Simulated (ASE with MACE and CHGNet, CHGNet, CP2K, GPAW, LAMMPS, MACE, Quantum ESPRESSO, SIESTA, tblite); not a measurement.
# Running glassy 72SiO2-17Al2O3-6BaO-6ZnO (mol %) (116 atoms) with machine-learned potentials

How do the settings of machine-learned potentials change the result for glassy 72SiO2-17Al2O3-6BaO-6ZnO (mol %) (116 atoms)? A plane-wave run serves as the yardstick.

Program: ASE with MACE and CHGNet. Level of theory: the method is named at each step. Results are calculated unless marked as measured.

### Step 1. Starting point

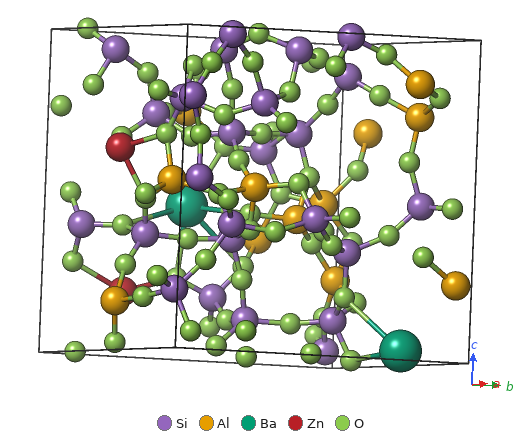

The cell as given, slightly off an axis (silicon purple, aluminium orange, barium teal, zinc red, oxygen green). Bonds to atoms that aren't drawn are left out. Some periodic images of atoms are drawn too.

The cell holds 116 atoms: 26 Si, 12 Al, 2 Ba, 2 Zn and 74 O. Its edges and angles: a = 11.782 Å, b = 11.782 Å, c = 11.782 Å, α = 90.0°, β = 90.0°, γ = 90.0°. 116 atoms (26 Si, 12 Al, 2 Ba, 2 Zn, 74 O) placed at random at 2.68 g/cm³, melted at 4000 K for 10 ps at fixed volume with the Morse and Coulomb pair potential with partial charges (Pedone, Malavasi, Menziani, Cormack and Segre, J. Phys. Chem. B 110, 11780 (2006)). Quenched from 4000 K to 300 K at 50 K/ps and fixed volume, held 5 ps.

The yardstick, on the same geometry:

| Property | Result |
| --- | --- |
| method | Kohn-Sham DFT, PBE, SSSP efficiency 1.3.0 pseudopotentials, plane waves (Quantum ESPRESSO 7.5); sssp-pbe-1.3.0-efficiency, cutoffs 60/480 Ry, Γ point |
| r.m.s. force component | 1.456 eV/Å |
| longest force | 6.32 eV/Å |
| pressure | 4.521 GPa |
| gap (highest filled to lowest empty level) | 2.622 eV |
| time | 8.9 min on 4 MPI ranks of Arm Neoverse V2, shared host |
| CPU time | 36 min |

### Step 2. MACE MP-0b3 medium potential

Method: machine-learned interatomic potential MACE MP-0b3 medium, trained on PBE(+U) plane-wave data.

File run.py:

```python
import numpy as np
from ase.io import read
import mlip  # loads the published weights by name

atoms = read("structure.xyz")
atoms.calc = mlip.calc("mace-mp-0b3-medium")
energy = atoms.get_potential_energy()
forces = atoms.get_forces()
print(f"energy {energy:.6f} eV")
print("forces (eV/A)")
for i, (a, f) in enumerate(zip(atoms, forces)):
    print(f"{i:4d} {a.symbol:2s} {f[0]:10.5f} {f[1]:10.5f} {f[2]:10.5f}")
stress = -atoms.get_stress(voigt=False) * 160.21766
print("stress (GPa, compression positive)")
for row in stress:
    print(" ".join(f"{x:10.4f}" for x in row))
```

File structure.xyz:

```xyz
116
Lattice="11.78160 0.00000 0.00000 0.00000 11.78160 0.00000 0.00000 0.00000 11.78160" Properties=species:S:1:pos:R:3 pbc="T T T"
Si 10.46453 2.42913 11.56623
Si 10.99930 6.93547 11.67792
Si 5.89457 4.22394 11.15211
Si 9.66162 6.39847 5.02768
Si 10.85321 1.13634 6.27311
Si 8.12424 6.20183 11.19417
Si 1.20455 8.12942 7.71165
Si 1.67051 0.73600 4.68271
Si 6.56659 8.91584 10.38654
Si 4.96217 5.09531 8.19988
Si 2.82629 3.01856 8.81829
Si 1.20667 6.31965 2.28516
Si 5.88809 9.00208 1.50757
Si 5.15610 5.16388 4.31454
Si 4.16880 8.13790 8.29542
Si 4.35613 6.18157 1.41191
Si 11.20748 0.57871 9.23536
Si 3.54367 0.95938 11.04148
Si 1.45008 10.79807 0.54890
Si 8.53954 11.12937 5.73446
Si 7.21929 2.05518 9.27518
Si 9.35318 4.33351 9.17410
Si 7.68584 8.63980 3.94083
Si 4.23172 2.11279 4.36803
Si 9.31123 3.21296 4.70345
Si 8.76751 1.26959 2.25087
Al 4.74634 7.93420 5.16164
Al 2.91324 9.82703 5.83012
Al 11.67286 9.46416 10.06125
Al 7.48874 4.93131 6.14846
Al 0.33978 8.43327 4.53627
Al 3.45413 10.16670 3.05803
Al 2.45246 11.71327 8.51338
Al 6.74933 1.94444 6.28914
Al 5.52628 0.41059 1.81790
Al 8.58843 10.91907 8.97534
Al 11.34238 11.35275 2.81792
Al 0.39527 5.36617 9.03472
Ba 9.13875 10.26389 0.42272
Ba 1.50840 5.00294 5.54666
Zn 4.63347 0.79797 7.44845
Zn 0.80374 2.90087 2.35243
O 4.39442 6.55092 8.22839
O 1.49073 3.98583 8.90689
O 9.36779 1.70727 0.72928
O 0.61582 0.73317 5.86700
O 7.51678 0.54207 5.70606
O 1.05469 6.63610 7.82322
O 0.21148 8.94836 8.46390
O 5.08152 1.67852 5.62677
O 3.23393 2.43325 10.25741
O 11.11358 7.09794 5.10073
O 8.98971 2.37305 3.36636
O 1.48601 8.77364 6.19111
O 4.34576 6.23671 5.28381
O 6.30516 8.31321 4.72395
[... 56 atom lines left out ...]
O 10.61817 4.64867 8.44835
O 10.40150 10.86346 9.64006
O 9.78014 3.59409 10.61664
O 7.10266 7.46364 10.98080
```

Launch:

```sh
OMP_NUM_THREADS=1 python run.py > output.txt
```

The log of the run:

```text
energy -866.055830 eV
forces (eV/A)
   0 Si   -0.91100    2.19931   -0.46660
   1 Si    2.51355   -1.83280   -1.80209
   2 Si    1.53802    1.28521   -0.40531
   3 Si   -0.63508   -0.18545   -0.56979
   4 Si    1.05818   -1.61860   -0.06339
   5 Si   -1.21241   -1.57950   -3.77217
   6 Si    4.81562    2.66414   -0.64907
   7 Si   -3.54077   -0.70070   -1.73531
   8 Si   -0.70735   -2.35130    0.80207
   9 Si    2.11919   -0.52382    2.63800
  10 Si   -1.60181    1.27277    0.47423
  11 Si    2.67958    1.47655   -1.37942
  12 Si   -1.11496    0.78149    0.35052
  13 Si   -0.20567    1.36334   -0.14359
  14 Si    2.09519   -0.16985    0.37709
  15 Si   -1.49008   -1.46776    0.40654
  16 Si    0.67071   -3.42055   -2.87627
  17 Si   -2.29121    0.41447   -1.77823
  18 Si    3.17448    1.32672   -1.33159
  19 Si   -1.69976   -1.05746    3.39366
  20 Si    2.18002    1.75331    0.94674
  21 Si   -3.36500   -1.11562    5.02649
  22 Si   -1.38880   -0.05685    1.81912
  23 Si    0.84552    0.20805   -0.56227
[...]
108 O    -0.14803    0.20993    0.27560
 109 O    -0.43881    0.30836    0.21779
 110 O     0.78852   -0.38012   -0.09851
 111 O    -1.93362   -0.41965    0.49720
 112 O     4.81330    1.27827   -3.56440
 113 O    -0.79784   -0.05068   -0.11585
 114 O     0.60108   -0.49937    1.36400
 115 O     0.37478    0.14380    0.14165
stress (GPa, compression positive)
    5.5370    -0.0195    -1.3701
   -0.0195     3.3872    -0.1604
   -1.3701    -0.1604     4.1260
```

Wall time 11 s (1 thread of Arm Neoverse V2, shared host); peak memory 1.2 GiB.

Banners, paths, timers and routine set-up lines are dropped from the logs unmarked, and long logs keep their key lines alone; longer cuts are marked.

Compared with the plane-wave run:

```yaml
r_m_s_force_component: 1.413 eV/Å
r_m_s_difference_of_force_components: 85.16 meV/Å
longest_difference_of_force_vectors: 326.6 meV/Å
force_difference_over_r_m_s_force: 5.848 %
slope_of_forces_against_the_reference_s: 0.9689
correlation_of_force_components: 0.9987
pressure: 4.35 GPa
pressure_difference: -0.1712 GPa
```

Length of the force difference by element (eV/Å):

```csv
element,atoms,mean,most
Al,12,0.12,0.23
Ba,2,0.047,0.075
O,74,0.11,0.33
Si,26,0.18,0.29
Zn,2,0.21,0.29
```

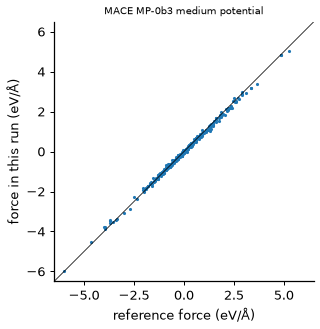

Force components against those of the reference; the line marks equality.

Local excerpt of 9 atoms (numbers count through the whole input) about Ba40, one of the 2 Ba atoms; x, y, z are measured from there.

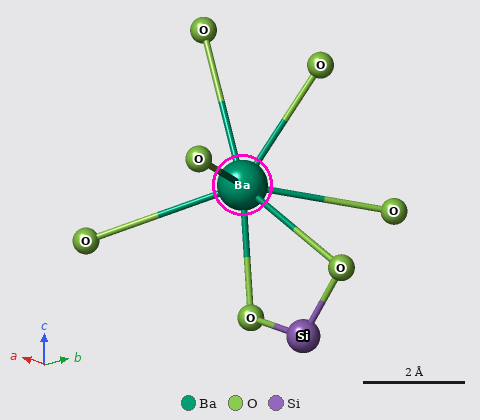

The atoms of the table, within 3.5 Å (arrows a, b, c point along x, y, z); some may hide others; the central atom is ringed.

```csv
atom,x,y,z,distance (Å),Fx,Fy,Fz (eV/Å)
Ba40,0.00,0.00,0.00,0.00,0.22,0.36,0.09
O57,-0.40,-0.12,-2.62,2.65,-0.66,-3.47,1.31
O48,-0.45,1.63,2.28,2.84,-0.92,-5.99,-0.12
O52,-2.18,2.10,-0.45,3.05,0.17,-0.66,0.81
O55,2.84,1.23,-0.26,3.11,-0.93,-1.04,-0.34
O96,-0.15,2.42,-2.08,3.20,0.05,0.06,0.70
O103,1.15,-3.07,-0.85,3.39,0.61,3.18,0.27
O44,-0.02,-1.02,3.36,3.51,0.28,-0.27,-0.42
Si12,-0.30,1.32,-3.26,3.53,2.68,1.48,-1.38
```

Atoms are counted from 1 here, from 0 in the log.

Forces lie 5.8 % from the reference's, at 0.0041 times its CPU time (on 1 against 4 cores).

### Step 3. MACE MP-0b2 small potential

Method: machine-learned interatomic potential MACE MP-0b2 small, trained on PBE(+U) plane-wave data.

run.py, as its differences from that of step 2:

```diff
@@ -5,3 +5,3 @@
 atoms = read("structure.xyz")
-atoms.calc = mlip.calc("mace-mp-0b3-medium")
+atoms.calc = mlip.calc("mace-mp-0b2-small")
 energy = atoms.get_potential_energy()
```

structure.xyz is that of step 2.

The log of the run:

```text
energy -866.723604 eV
forces (eV/A)
   0 Si   -1.16680    2.16085   -0.57508
   1 Si    2.43600   -1.77045   -1.80227
   2 Si    1.56806    1.39200   -0.35055
   3 Si   -0.77378   -0.18388   -0.58482
   4 Si    1.08008   -1.60716   -0.16856
   5 Si   -1.23879   -1.57151   -3.77987
   6 Si    4.85806    2.56385   -0.72481
   7 Si   -3.62494   -0.89205   -1.85494
   8 Si   -0.76441   -2.24083    0.78463
   9 Si    2.22008   -0.41358    2.63443
  10 Si   -1.55968    1.36335    0.45598
  11 Si    2.65920    1.69177   -1.28333
  12 Si   -1.07243    0.91650    0.45927
  13 Si   -0.17164    1.24627   -0.07031
  14 Si    2.17483   -0.19592    0.39476
  15 Si   -1.35141   -1.36730    0.30496
  16 Si    0.71474   -3.51335   -2.87600
  17 Si   -2.17132    0.34457   -1.62956
  18 Si    3.38231    1.18387   -1.42548
  19 Si   -1.68993   -1.14557    3.45277
  20 Si    2.16285    1.72123    0.83472
  21 Si   -3.50063   -0.97019    4.93934
  22 Si   -1.05553   -0.04549    1.74318
  23 Si    0.84723    0.18039   -0.53094
[...]
108 O    -0.19475    0.23290    0.39543
 109 O    -0.42231    0.28787    0.19724
 110 O     0.82214   -0.36037   -0.08328
 111 O    -1.97625   -0.41049    0.48303
 112 O     5.06101    1.33764   -3.63653
 113 O    -0.71916    0.02587   -0.15156
 114 O     0.62460   -0.70855    1.48437
 115 O     0.36143    0.12777    0.12077
stress (GPa, compression positive)
    5.6005     0.0040    -1.3416
    0.0040     3.6493    -0.2243
   -1.3416    -0.2243     4.2845
```

Elapsed: 5.9 s, on 1 thread; peak memory 0.69 GiB.

Against the reference:

```yaml
r_m_s_force_component: 1.417 eV/Å
r_m_s_difference_of_force_components: 97.36 meV/Å
longest_difference_of_force_vectors: 408.9 meV/Å
force_difference_over_r_m_s_force: 6.686 %
slope_of_forces_against_the_reference_s: 0.9714
correlation_of_force_components: 0.9981
pressure: 4.511 GPa
pressure_difference: -0.0099 GPa
```

Against the first run (5.8 %), the force difference from the reference is 6.7 %, at 0.67 times the CPU time.

### Step 4. CHGNet r2SCAN potential

Method: machine-learned interatomic potential CHGNet r2SCAN, trained on r2SCAN plane-wave data.

run.py, as its differences from that of step 3:

```diff
@@ -5,3 +5,3 @@
 atoms = read("structure.xyz")
-atoms.calc = mlip.calc("mace-mp-0b2-small")
+atoms.calc = mlip.calc("chgnet-r2scan")
 energy = atoms.get_potential_energy()
```

structure.xyz is that of step 3.

The log of the run:

```text
CHGNet vr2scan initialized with 412,525 parameters
CHGNet will run on cpu
energy -1164.364014 eV
forces (eV/A)
   0 Si   -1.15813    2.13712   -0.36648
   1 Si    1.98058   -1.48239   -1.39583
   2 Si    1.45494    1.01851   -0.61749
   3 Si   -0.41530   -0.15416   -0.24152
   4 Si    0.96890   -1.19369   -0.18434
   5 Si   -1.33482   -1.30199   -3.29812
   6 Si    4.36702    2.45781   -0.88710
   7 Si   -3.20217   -0.80625   -1.69872
   8 Si   -0.62159   -2.10988    0.92269
   9 Si    1.97352   -0.36567    2.36353
  10 Si   -1.23628    0.93384    0.35525
  11 Si    2.46031    1.39385   -1.03260
  12 Si   -0.87247    0.90277    0.26534
  13 Si   -0.21617    1.03275   -0.30178
  14 Si    1.64541   -0.14342    0.18986
  15 Si   -1.60561   -1.10941    0.70444
  16 Si    0.42107   -3.30475   -2.80174
  17 Si   -2.29151    0.42302   -1.66158
  18 Si    3.08405    1.24621   -1.40969
  19 Si   -1.57831   -0.74349    2.76871
  20 Si    1.92005    1.58997    0.52034
  21 Si   -3.38878   -0.96103    4.44073
  22 Si   -0.87074   -0.09798    1.41970
  23 Si    0.52085    0.22668   -0.55255
[...]
108 O     0.17144    0.56368    0.33392
 109 O    -0.29548    0.11817    0.03475
 110 O     0.64327   -0.24508   -0.01607
 111 O    -1.42708   -0.34590    0.33763
 112 O     4.30031    1.22796   -3.02540
 113 O    -0.42341    0.05633   -0.23886
 114 O     0.69449   -0.75562    1.28049
 115 O     0.45299    0.09559   -0.05562
stress (GPa, compression positive)
    1.1424    -0.0499    -1.1112
   -0.0499    -0.2529    -0.1526
   -1.1112    -0.1526    -0.1014
```

The job ended after 4.1 s (1 thread; peak memory 1.4 GiB).

Numbers from this run, and their distance from the reference:

```
r.m.s. force component                  : 1.232 eV/Å
r.m.s. difference of force components   : 300.8 meV/Å
longest difference of force vectors     : 1164 meV/Å
force difference over r.m.s. force      : 20.66 %
slope of forces against the reference's : 0.8368
correlation of force components         : 0.9888
pressure                                : 0.2627 GPa
pressure difference                     : -4.259 GPa
```

Against the first run (5.8 %), the force difference from the reference is 21 %, at 0.43 times the CPU time; this potential was trained at another functional than the reference's.

### Step 5. The ladder

Differences are against the plane-wave reference, forces as r.m.s. over components; share is that over the reference's r.m.s. force, slope the least-squares factor from reference forces to these. Total energies of different programs have different zeros and aren't compared.

```csv
run,"Δ force, r.m.s. (meV/Å)",share (%),slope,Δ pressure (GPa),cores,CPU time,memory (GiB)
reference,-,-,-,-,4,36 min,5.9
MACE MP-0b3 medium potential,85.2,5.85,0.969,-0.171,1,8.8 s,1.2
MACE MP-0b2 small potential,97.4,6.69,0.971,-0.0099,1,5.9 s,0.69
CHGNet r2SCAN potential,301,20.7,0.837,-4.26,1,3.8 s,1.4
```

Times of the machine-learned potentials are mostly Python's start and the loading of weights.

CPU time is summed over cores on a shared host, where runs went side by side, so it is rough. Symmetry, cutoffs, thresholds, outputs and thread counts weren't matched or tuned between programs; memory under MPI is the largest rank's times the ranks.

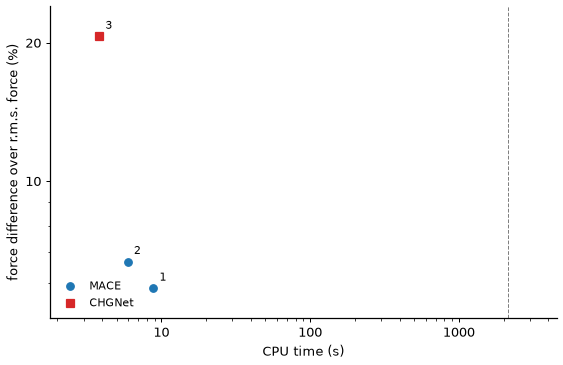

Force difference against CPU time; the dashed line marks the reference's time. Points: 1 MACE MP-0b3 medium potential; 2 MACE MP-0b2 small potential; 3 CHGNet r2SCAN potential.

### Step 6. Summary of results

```json
{
 "nearest in forces": "MACE MP-0b3 medium potential, 5.8 %",
 "its CPU time": "8.8 s"
}
```

Machine-learned potentials differ by 5.8 % (MACE MP-0b3 medium potential) to 21 % (CHGNet r2SCAN potential); they were trained on other programs' data, some at another functional. The reference's pressure holds the uncorrected Pulay stress of its 60 Ry basis, so small pressure differences, and their order, may be the reference's own error. Machine-learned potentials mimic data converged in k, so the reference's own k-point error enters their differences. The quench rate of 50 K/ps is many orders above laboratory rates, so the cell is likely richer in defects and strain than a real sample. The network of bonds at the start is that of the classical potential that made the cell, and needn't be the one that DFT or experiment would give. The electronic-structure runs sample only Γ, in a cell whose shortest periodic width is 12 Å. Spin–orbit coupling is left out, which matters for the levels of the heavy elements.

[Also dropped from logs without a mark: logging warnings of Python, and SIESTA's first energy breakdown and zero terms.]

[Logs are printed without paths, hosts, clocks, repeated set-up lines and the standing remarks that a program may print on its own settings, such as how far it seeks lower states.]

[Hosts, paths, dates, database ids (printed as entryN), source tags and the programs' standing remarks are cut or masked in the printed files.]
